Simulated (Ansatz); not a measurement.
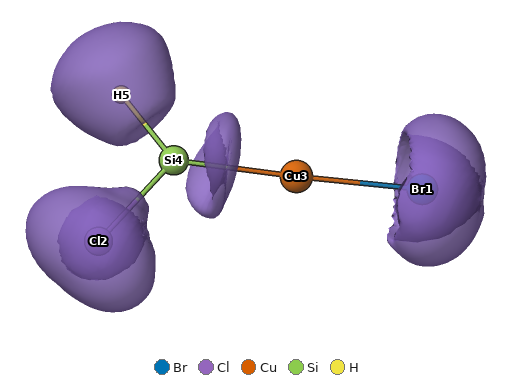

*BrClCuHSi (SMILES Cl[SiH+][Cu-][Br]). Isosurface of the ELF at 0.8 (purple), seen at a tilt. Core shells and regions of very low density are left out.*

Geometry: B3LYP-D3(BJ)/def2-SVP.

All numbers below come from isolated molecule in a Gaussian basis; Kohn-Sham density functional theory, functional PBE0 in Ansatz 0.2.0.

Input

```
crystal:
  periodic: [false, false, false]
  atoms:
    - {symbol: Br, position_ang: [-1.974053, -1.782438, 3.907343]}
    - {symbol: Cl, position_ang: [-4.544165, 0.961024, -0.624462]}
    - {symbol: Cu, position_ang: [-2.524111, -1.030472, 1.871285]}
    - {symbol: Si, position_ang: [-3.010233, -0.335062, -0.144239]}
    - {symbol: H, position_ang: [-2.416478, -0.602580, -1.498703]}
basis:
  gaussian: {orbitals: def2-TZVPD}
hamiltonian: {xc: pbe0}
output: {forces: true, orbitals: {seedname: orbitals}}
```

Command:

```sh
ansatz run input.yaml --threads 1 --pin off --max-ram 2610MiB --events-out events.jsonl --progress --plain --runs-dir runs
```

### Identify the bonds, lone pairs and shells in this picture.

At this value the surface marks out one region around a hydrogen nucleus, one lobe of the valence shell of Si pointing towards Cu (polar bonds), one region on Cl in which the atom's valence shell and bonds are merged and one ring or bowl of non-bonding electrons around Br. Profiles from the grid: Si–Cl (2.06 Å): the ELF peaks at about 0.85 between the atoms; a polar covalent bond. Cu–Si (2.19 Å): the ELF peaks at about 0.80 between the atoms.
